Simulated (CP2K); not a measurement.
**SiHF3 (SMILES F[SiH](F)F): r2SCAN/TZV2P-MOLOPT-SCAN-GTH (core potential)**

Aim: the energy change on altering one bond length of SiHF3 at r2SCAN/TZV2P-MOLOPT-SCAN-GTH (core potential), from 2 runs. 

The results are computed with CP2K 2026.2.

1 further run of the same task is left out (it didn't finish).

### Step 1. The system as given

SiHF3 has 5 atoms, charge 0, and is taken as a singlet. As SMILES, `F[SiH](F)F`. The shape is that of a PBE0-D4/def2-TZVP optimisation.

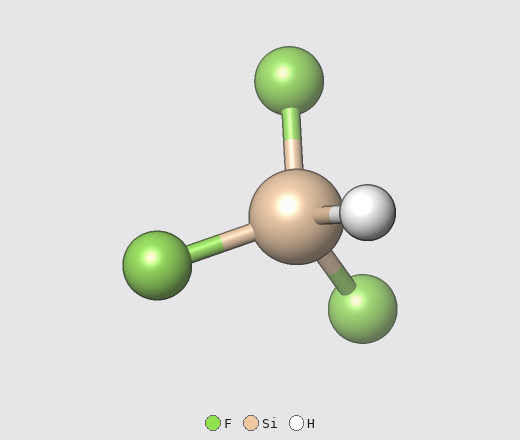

The structure, seen from a chosen angle (fluorine green, silicon light orange, hydrogen white).

### Step 2. A single-point energy at r2SCAN/TZV2P-MOLOPT-SCAN-GTH (core potential)

run.inp reads:

```
&FORCE_EVAL
   METHOD QS
   &DFT
      BASIS_SET_FILE_NAME BASIS_MOLOPT_UZH
      POTENTIAL_FILE_NAME POTENTIAL_UZH
      CHARGE 0
      MULTIPLICITY 1
      # Quickstep
      &QS
         METHOD GPW
         EPS_DEFAULT 1.0E-10
      &END QS
      &MGRID
         CUTOFF 550
         REL_CUTOFF 50
         NGRIDS 4
      &END MGRID
      # isolated system
      &POISSON
         PERIODIC NONE
         POISSON_SOLVER MULTIPOLE
      &END POISSON
      # SCF settings
      &SCF
         SCF_GUESS ATOMIC
         EPS_SCF 1.0E-06
         MAX_SCF 150
         ADDED_MOS 10
         &DIAGONALIZATION
            ALGORITHM STANDARD
         &END DIAGONALIZATION
         &MIXING
            METHOD DIRECT_P_MIXING
            ALPHA 0.4
         &END MIXING
      &END SCF
      # exchange and correlation
      &XC
         &XC_FUNCTIONAL
            &MGGA_X_R2SCAN
            &END MGGA_X_R2SCAN
            &MGGA_C_R2SCAN
            &END MGGA_C_R2SCAN
         &END XC_FUNCTIONAL
      &END XC
      # extra output
      &PRINT
         &MOMENTS
            PERIODIC F
            REFERENCE COM
            MAX_MOMENT 1
         &END MOMENTS
         &MO ON
            ENERGIES T
            OCCUPATION_NUMBERS T
            NDIGITS 6
            &EACH
               QS_SCF 0
            &END EACH
            ADD_LAST NUMERIC
         &END MO
         &HIRSHFELD OFF
         &END HIRSHFELD
      &END PRINT
   &END DFT
   &SUBSYS
      # vacuum box
      &CELL
         ABC [angstrom] 9.1 9.5 9.3
         PERIODIC NONE
      &END CELL
      &COORD
         F      3.651750     4.658750     5.779250
         Si     4.139550     4.742650     4.286150
         F      3.501750     6.022350     3.630750
         F      3.602950     3.477650     3.520750
         H      5.598250     4.803350     4.222850
      &END COORD
      &KIND F
         BASIS_SET TZV2P-MOLOPT-SCAN-GTH-q7
         POTENTIAL GTH-SCAN-q7
      &END KIND
      &KIND Si
         BASIS_SET TZV2P-MOLOPT-SCAN-GTH-q4
         POTENTIAL GTH-SCAN-q4
      &END KIND
      &KIND H
         BASIS_SET TZV2P-MOLOPT-SCAN-GTH-q1
         POTENTIAL GTH-SCAN-q1
      &END KIND
   &END SUBSYS
&END FORCE_EVAL

&GLOBAL
   PROJECT_NAME run
   RUN_TYPE ENERGY
   PRINT_LEVEL MEDIUM
&END GLOBAL
```

Started as:

```
$ OMP_NUM_THREADS=1 cp2k.psmp run.inp > run.out
```

The program printed, cut to the lines that bear on the results:

```text
CP2K| version string:                                       CP2K version 2026.2
[...]
 GLOBAL| Method name                                                        CP2K
[...]
 GLOBAL| Run type                                                         ENERGY
[...]
 DFT| Spin restricted Kohn-Sham (RKS) calculation                            RKS
 DFT| Multiplicity                                                             1
[...]
 DFT| Charge                                                                   0
[...]
 FUNCTIONAL| MGGA_X_R2SCAN:
[...]
 FUNCTIONAL| MGGA_C_R2SCAN:
[...]
 QS| Method:                                                                 GPW
[...]
 QS| Density cutoff [a.u.]:                                                275.0
[...]
 QS| Relative density cutoff [a.u.]:                                        25.0
[...]
                             - Atoms:                                          5
[...]
                             - Spherical basis functions:                    130
[...]
 Number of electrons:                                                         26
[...]
     1 P_Mix/Diag. 0.40E+00    2.1     1.31152160       -77.1181538751 -7.71E+01
[...]
    12 DIIS/Diag.  0.24E-05    2.4     0.00000070       -77.3552834249  1.31E-08
  *** SCF run converged in    12 steps ***
[...]
  Overlap energy of the core charge distribution:               0.00000005589121
  Self energy of the core charge distribution:               -205.88581225907726
  Core Hamiltonian energy:                                     57.36886714818022
  Hartree energy:                                              86.86109697036001
  Exchange-correlation energy:                                -15.69943534024515
  Total energy:                                               -77.35528342489098
[...]
                     Mulliken Population Analysis
 #  Atom  Element  Kind  Atomic population                           Net charge
       1     F        1          7.318661                             -0.318661
       2     Si       2          2.990079                              1.009921
       3     F        1          7.319666                             -0.319666
       4     F        1          7.319510                             -0.319510
       5     H        3          1.052084                             -0.052084
 # Total charge                             26.000000                 -0.000000
[...]
  Dipole moment [Debye]
    X=  0.1304313E+01 Y=  0.5454173E-01 Z= -0.5009176E-01  Total=      1.3064136
 ENERGY| Total FORCE_EVAL ( QS ) energy [hartree]            -77.355283424890985
[...]
```

Run time: 31 s. Hardware: 1 thread of Arm Neoverse V2, shared host; peak memory 1 GiB.

### Step 3. The distorted shape, same level

run.inp reads:

```
&GLOBAL
  PROJECT_NAME run
  RUN_TYPE ENERGY
  PRINT_LEVEL MEDIUM
&END GLOBAL

&FORCE_EVAL
  METHOD QS
  &DFT
    BASIS_SET_FILE_NAME BASIS_MOLOPT_UZH
    POTENTIAL_FILE_NAME POTENTIAL_UZH
    &QS
      METHOD GPW
      EPS_DEFAULT 1.0E-10
    &END QS
    &MGRID
      CUTOFF 550
      REL_CUTOFF 50
      NGRIDS 4
    &END MGRID
    &POISSON
      PERIODIC NONE
      POISSON_SOLVER MULTIPOLE
    &END POISSON
    &SCF
      SCF_GUESS ATOMIC
      EPS_SCF 1.0E-06
      MAX_SCF 40
      &OT
        MINIMIZER DIIS
        PRECONDITIONER FULL_ALL
      &END OT
      &OUTER_SCF
        EPS_SCF 1.0E-06
        MAX_SCF 10
      &END OUTER_SCF
    &END SCF
    &XC
      &XC_FUNCTIONAL
        &MGGA_X_R2SCAN
        &END MGGA_X_R2SCAN
        &MGGA_C_R2SCAN
        &END MGGA_C_R2SCAN
      &END XC_FUNCTIONAL
    &END XC
    &PRINT
      &MOMENTS
        PERIODIC F
        REFERENCE COM
        MAX_MOMENT 1
      &END MOMENTS
      &MO_CUBES
        NLUMO 1
        NHOMO -1
        WRITE_CUBE F
      &END MO_CUBES
      &HIRSHFELD OFF
      &END HIRSHFELD
    &END PRINT
  &END DFT
  &SUBSYS
    &CELL
      ABC 9.6 11.1 10.2
      PERIODIC NONE
    &END CELL
    &COORD
      UNIT bohr
      F      0.3719548     2.7133122     4.5538507
      Si     1.2937632     2.8718603     1.7323006
      F      0.0884959     5.2901428     0.4937741
      F     -0.9371152    -2.3872910    -1.4497979
      H      4.0503067     2.9865666     1.6126809
    &END COORD
    &TOPOLOGY
      &CENTER_COORDINATES
      &END CENTER_COORDINATES
    &END TOPOLOGY
    &KIND F
      BASIS_SET TZV2P-MOLOPT-SCAN-GTH-q7
      POTENTIAL GTH-SCAN-q7
    &END KIND
    &KIND Si
      BASIS_SET TZV2P-MOLOPT-SCAN-GTH-q4
      POTENTIAL GTH-SCAN-q4
    &END KIND
    &KIND H
      BASIS_SET TZV2P-MOLOPT-SCAN-GTH-q1
      POTENTIAL GTH-SCAN-q1
    &END KIND
  &END SUBSYS
&END FORCE_EVAL
```

Started as:

```
$ OMP_NUM_THREADS=1 cp2k.psmp -i run.inp > run.out 2>&1
```

The program printed, cut to the lines that bear on the results:

```text
CP2K| version string:                                       CP2K version 2026.2
[...]
 GLOBAL| Method name                                                        CP2K
[...]
 GLOBAL| Run type                                                         ENERGY
[...]
 DFT| Spin restricted Kohn-Sham (RKS) calculation                            RKS
 DFT| Multiplicity                                                             1
[...]
 DFT| Charge                                                                   0
[...]
 FUNCTIONAL| MGGA_X_R2SCAN:
[...]
 FUNCTIONAL| MGGA_C_R2SCAN:
[...]
 QS| Method:                                                                 GPW
[...]
 QS| Density cutoff [a.u.]:                                                275.0
[...]
 QS| Relative density cutoff [a.u.]:                                        25.0
[...]
                             - Atoms:                                          5
[...]
                             - Spherical basis functions:                    130
[...]
 Number of electrons:                                                         26
[...]
     1 OT DIIS     0.15E+00    2.5     0.13907705       -74.4998719619 -7.45E+01
[...]
     8 OT DIIS     0.15E+00    2.9     0.00000052       -77.1100611596 -3.65E-09
  *** SCF run converged in     8 steps ***
[...]
  Overlap energy of the core charge distribution:               0.00000004319687
  Self energy of the core charge distribution:               -205.88581225907726
  Core Hamiltonian energy:                                     56.79636161552408
  Hartree energy:                                              87.43083450611333
  Exchange-correlation energy:                                -15.45144506535320
  Total energy:                                               -77.11006115959616
[...]
  Dipole moment [Debye]
    X=  0.3627963E+01 Y=  0.5242906E+01 Z=  0.3085836E+01  Total=      7.0832593
[...]
 WARNING : did not converge in ot_eigensolver
 number of iterations          299  exceeded maximum
 current gradient / target gradient   9.3720488506486284E-005  /    1.0000000000000001E-005
[...]
 HOMO - LUMO gap [eV] :    0.462190
 ENERGY| Total FORCE_EVAL ( QS ) energy [hartree]            -77.110061159596157
[...]
```

Run time: 2.3 min. Hardware: 1 thread of Arm Neoverse V2, shared host; peak memory 1.3 GiB.

### Step 4. Results

Level: r2SCAN/TZV2P-MOLOPT-SCAN-GTH (core potential).

| quantity | value |
| --- | --- |
| first shape: total energy | -77.35528 Eh |
| first shape: dipole moment | 1.31 D |
| first shape: HOMO energy | -10.01 eV |
| first shape: LUMO energy | 0.68 eV |
| first shape: HOMO–LUMO gap | 10.69 eV |
| distorted shape: total energy | -77.11006 Eh |
| distorted shape: dipole moment | 7.08 D |
| distorted shape: HOMO energy | -6.64 eV |
| distorted shape: LUMO energy | -6.18 eV |
| distorted shape: HOMO–LUMO gap | 0.46 eV |
| energy change with the Si2–F4 bond stretched from 1.573 to 3.460 Å | 6.673 eV |

**Reading.** One bond (distorted shape) is far stretched, which a spin-restricted single reference describes badly; a broken-symmetry solution may lie lower. With the Si2–F4 bond stretched from 1.573 to 3.460 Å the energy rises by 6.67 eV (154 kcal/mol). The first shape isn't relaxed at this level, so the change isn't measured from a minimum. A restricted reference can't describe the breaking bond well at this length.
